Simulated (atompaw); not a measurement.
# Pseudopotential generation for hafnium: PAW (atompaw), PBE

Do these settings give a usable potential? It is generated, then checked for scattering, ghosts and hardness.

Method: atompaw 4.2.0.5, PBE, scalar-relativistic.

### Step 1. The atom and the settings

Typed settings, in words:

```json
{
 "element": "hafnium (Hf, Z = 72)",
 "type": "PAW",
 "frozen core": "[Kr] 4d10",
 "valence charge": "26",
 "reference configuration": "4f14 5s2 5p6 5d2 6s2 6p0",
 "partial waves": "5s (bound); 6s (bound); 5p (bound); 6p (bound, empty); 5d (bound); 5d channel at 3.2 Ry; 4f (bound); 4f channel at 3 Ry",
 "local potential": "ultrasoft scheme with l = 4 at 0.5 Ry, radius 2.85 bohr",
 "core correction": "smooth core density matched at 1.55 bohr",
 "augmentation charge": "besselshape compensation charge, radius 2.64 bohr; PAW radius 3.00 bohr; waves and projectors: bloechl"
}
```

An earlier all-electron run gives the scale for the radii.

All-electron outer shells of the reference configuration (PBE, scalar-relativistic, ld1.x):

| shell | level (eV) | outermost node (bohr) | outermost maximum (bohr) |
| --- | --- | --- | --- |
| 4p | -379.08 | 0.25 | 0.46 |
| 4d | -206.67 | 0.23 | 0.47 |
| 5s | -67.02 | 0.55 | 1.01 |
| 5p | -35.57 | 0.60 | 1.16 |
| 4f | -16.83 | – | 0.45 |
| 6s | -5.11 | 1.37 | 2.89 |
| 5d | -2.69 | 0.67 | 1.69 |
| 6p | -1.40 | 1.66 | 4.05 |

### Step 2. The generation run

File Hf.input:

```
Hf 72
GGA-PBE scalarrelativistic loggrid 2001 logderivrange -7 5 301
6 6 5 4 0 0
6 1 0
5 2 2
0 0 0
c
c
c
c
v
v
c
c
c
v
v
c
c
v
v
3
3.00 2.64 2.85 1.55
n
n
y
3.2
n
y
3
n
bloechl besselshape
4 0.5 ultrasoft
PWSCFOUT
UPFDX 0.0125d0 UPFXMIN -7.d0 UPFZMESH 72.d0
END
```

Launch:

```sh
$ atompaw < Hf.input > Hf.log
```

The output, the file Hf (summary file):

```text
 Completed calculations for Hf (AE)

 Exchange-correlation type: GGA, Perdew-Burke-Ernzerhof

 Radial integration grid is logarithmic 
 r0 =   9.4764859E-05 h =   6.8230699E-03   n =      2001 rmax =   8.0000000E+01

 Scalar relativistic calculation

 AEatom converged in  46 iterations
   nz     =  72.00
   delta  =       9.749537529711E-16

 All Electron Orbital energies:         
  n  l      occupancy      energy
  1  0      2.0000000E+00 -4.7986116E+03
  2  0      2.0000000E+00 -8.2064564E+02
  3  0      2.0000000E+00 -1.8698695E+02
  4  0      2.0000000E+00 -3.7671685E+01
  5  0      2.0000000E+00 -4.9255972E+00
  6  0      2.0000000E+00 -3.7546368E-01
  2  1      6.0000000E+00 -7.2051572E+02
  3  1      6.0000000E+00 -1.5707857E+02
  4  1      6.0000000E+00 -2.7861738E+01
  5  1      6.0000000E+00 -2.6146407E+00
  6  1      0.0000000E+00 -1.0261138E-01
  3  2      1.0000000E+01 -1.2170310E+02
  4  2      1.0000000E+01 -1.5190003E+01
  5  2      2.0000000E+00 -1.9763436E-01
  4  3      1.4000000E+01 -1.2373206E+00

 Total energy
   Total                    :   -30156.43418632336397

 ---
 Completed calculations for Hf (SC)

 Exchange-correlation type: GGA, Perdew-Burke-Ernzerhof

 Radial integration grid is logarithmic 
 r0 =   9.4764859E-05 h =   6.8230699E-03   n =      2001 rmax =   8.0000000E+01

 Scalar relativistic calculation

 SCatom converged in   3 iterations
   nz     =  72.00
   delta  =       7.953953721482E-17

 Valence Electron Orbital energies:         
  n  l      occupancy      energy
   5  0      2.0000000E+00 -4.9255972E+00
   6  0      2.0000000E+00 -3.7546368E-01
   5  1      6.0000000E+00 -2.6146407E+00
   6  1      0.0000000E+00 -1.0261137E-01
   5  2      2.0000000E+00 -1.9763436E-01
   4  3      1.4000000E+01 -1.2373206E+00

 Total energy
   Total                    :   -30156.43418633326655
   Valence                  :    -1152.15143782494124

 PAW parameters: 
       lmax =            3
         rc =    3.0044654809515108     
        irc =         1520
   rc_shape =    2.6572195560737648     
    rc_vloc =    2.8643362375045638     
    rc_core =    1.5499649253544445     
   Vloc: Non norm-conserving form with l= 4;e=   5.0000E-01
   Projector type: Bloechl + Gram-Schmidt ortho.
   Bessel compensation charge shape zeroed at   2.6572E+00

 Number of basis functions     8
 No.   n  nodes  l      Energy         Cp coeff         Occ
  1    5    4    0   -0.4925597E+01  0.4609097E+01  0.2000000E+01
  2    6    5    0   -0.3754637E+00  0.1406252E+01  0.2000000E+01
  3    5    3    1   -0.2614641E+01  0.4998395E+01  0.6000000E+01
  4    6    4    1   -0.1026114E+00  0.4507821E+01  0.0000000E+00
  5    5    2    2   -0.1976344E+00  0.3273938E+01  0.2000000E+01
  6  999    3    2    0.3200000E+01  0.4848756E+01  0.0000000E+00
  7    4    0    3   -0.1237321E+01  0.1570209E+02  0.1400000E+02
  8  999    1    3    0.3000000E+01  0.1269613E+01  0.0000000E+00

 Eigenvalues of overlap operator (in the basis of projectors):
    1        1.90592847E-02
    2        5.42802554E-01
    3        8.23641116E-01
    4        2.02763568E+00
    5        2.65152481E+00
    6        4.21065750E+00
    7        8.59338100E+00
    8        6.17835928E+03

 Orbital leakage outside PAW augmentation regions
   orb  is_core?  %out_of_sphere
   1 0    T           0.00
   2 0    T           0.00
   3 0    T           0.00
   4 0    T           0.00
   5 0    F           0.05
   6 0    F          59.90
   2 1    T          -0.00
   3 1    T          -0.00
   4 1    T           0.00
   5 1    F           0.53
   6 1    F          88.26
   3 2    T           0.00
   4 2    T           0.00
   5 2    F          27.44
   4 3    F           0.06

 Summary of PAW energies
   Total valence energy     :  -1152.15144017182911
   Smooth energy            :     24.52057203586418
   One center               :  -1176.67201220769334
   Smooth kinetic           :     23.26091444161423
   Vloc energy              :      6.10401746141473
   Smooth exch-corr         :     -9.21508705934381
   One-center xc            :   -605.93053965625631
```

Run time: 38 s. Hardware: 1 thread of Intel Xeon Platinum 8259CL at 2.50GHz, shared host.

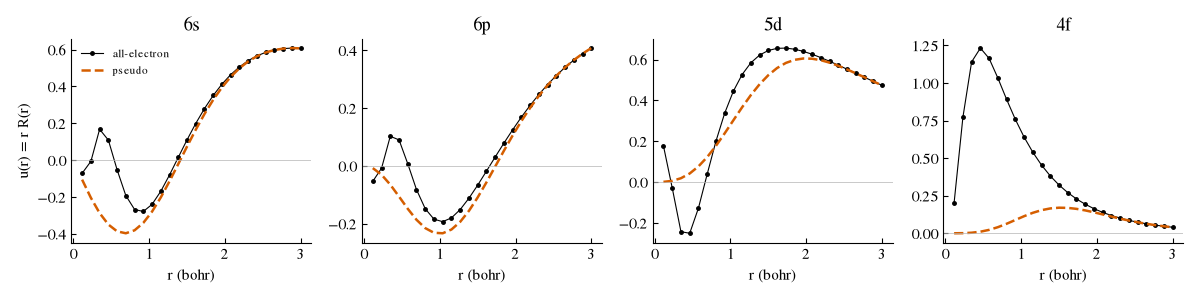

Bound waves of the atom and their pseudo partners (6s, 6p, 5d, 4f). The curves join 26 sampled radii, too few to resolve the innermost nodes.

### Step 3. Logarithmic derivatives

Taken from the files of the generation run. The phase is arctan(r·u′/u) with u = r·R, unwrapped, with energies in Ry. A pole is an energy at which the radial function vanishes at the test radius. The pseudo phase is shifted by a multiple of π to meet the all-electron one at the reference energy. Levels narrower than the energy grid can be missing from the poles. The last column is the largest difference on the grid between −1 and +1 Ry.

| channel | radius (bohr) | reference (Ry) | poles AE | poles PS | window around the reference with phases within 0.05 rad (Ry) | largest difference near zero (rad) |
| --- | --- | --- | --- | --- | --- | --- |
| s | 3.00 | -0.38 | -4.91, 1.37 | -4.91, 1.34 | below 3.2 | 0.003 |
| p | 3.00 | -0.10 | -2.56, 2.67 | -2.56, 2.70 | the whole range | 0.002 |
| d | 3.00 | -0.20 | 0.28, 5.00 | 0.28 | the whole range | 0.001 |
| f | 3.00 | -1.24 | -1.21, 3.11 | -1.21, 3.11 | below 0.5 | 0.107 |

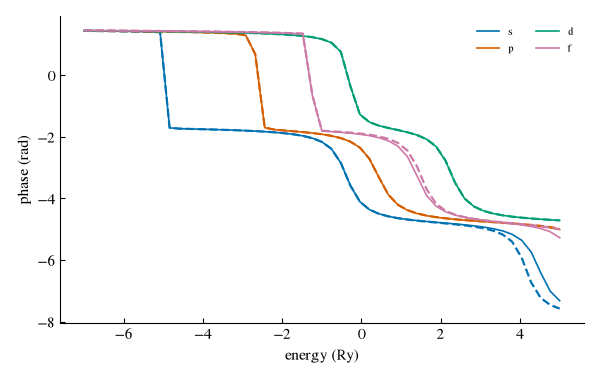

Phases by channel: all-electron solid, pseudo dashed.

### Step 4. Plane-wave convergence, by spherical Bessel functions

A separate test, outside the generator: the pseudo-atom's Hamiltonian at the reference potential is diagonalised in spherical Bessel functions j_l(qr) that vanish at 20 bohr, with q² up to the cutoff.

All-electron valence levels (Ry): 5s -4.9256, 6s -0.3755, 5p -2.6146, 6p -0.1026, 5d -0.1976, 4f -1.2373. The lowest levels of each channel (Ry) by cutoff; the last column sums, over occupied levels, occupation times the distance from the level at 400 Ry. A positive value at high cutoff is not a bound level.

```csv
cutoff (Ry),s #1,s #2,p #1,p #2,d #1,f #1,Σ f·Δε (mRy)
8,-4.8403,-0.3536,-2.4955,-0.0752,-0.1648,-0.1446,16292.3
12,-4.9129,-0.3731,-2.5881,-0.0934,-0.1924,-0.9348,4435.7
15,-4.9214,-0.3749,-2.6084,-0.1002,-0.1959,-1.1789,868.1
21,-4.9254,-0.3754,-2.6140,-0.1024,-0.1975,-1.2295,114.6
25,-4.9256,-0.3755,-2.6145,-0.1026,-0.1976,-1.2354,27.6
30,-4.9256,-0.3755,-2.6146,-0.1026,-0.1976,-1.2369,6.5
35,-4.9256,-0.3755,-2.6146,-0.1026,-0.1976,-1.2372,1.4
40,-4.9256,-0.3755,-2.6146,-0.1026,-0.1976,-1.2373,0.6
50,-4.9256,-0.3755,-2.6146,-0.1026,-0.1976,-1.2373,0.0
400,-4.9256,-0.3755,-2.6146,-0.1026,-0.1976,-1.2373,0.0
```

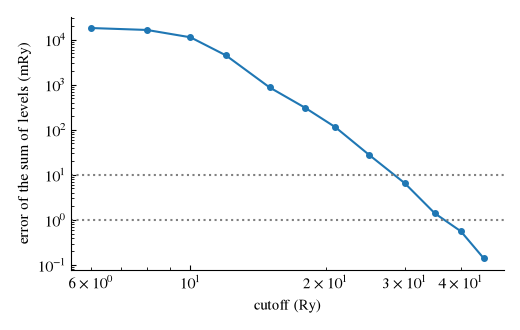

Occupation-weighted error of the valence levels against the cutoff; the dotted lines mark 10 and 1 mRy.

The sum stays within 10 mRy from 30 Ry and within 1 mRy from 40 Ry. The sum leaves out empty levels, which can need more. Ghost test: no level below the all-electron spectrum of its channel (s, p, d, f tested).

### Step 5. Results

| quantity | value |
| --- | --- |
| cutoffs for 10 and 1 mRy, occupied levels | 30 Ry and 40 Ry |
| bound ghosts | none found |
| largest phase difference near zero energy, channels read | 0.107 rad |
| lowest eigenvalue of the overlap (Bessel basis) | 0.601 (s) |
| share of valence orbitals outside the PAW sphere | 5s 0 %, 6s 60 %, 5p 1 %, 6p 88 %, 5d 27 %, 4f 0 % |
| UPF file | written |

The potential is soft on the atom: the looser tolerance needs 30 Ry. The slowest occupied level is 4f: taken alone it needs 30 Ry to come within 1 mRy, against 21 Ry for 5p. No bound ghost shows below the valence levels. Near zero energy the largest phase difference among the channels read is 0.11 rad, in the f channel (at the energies tabulated).
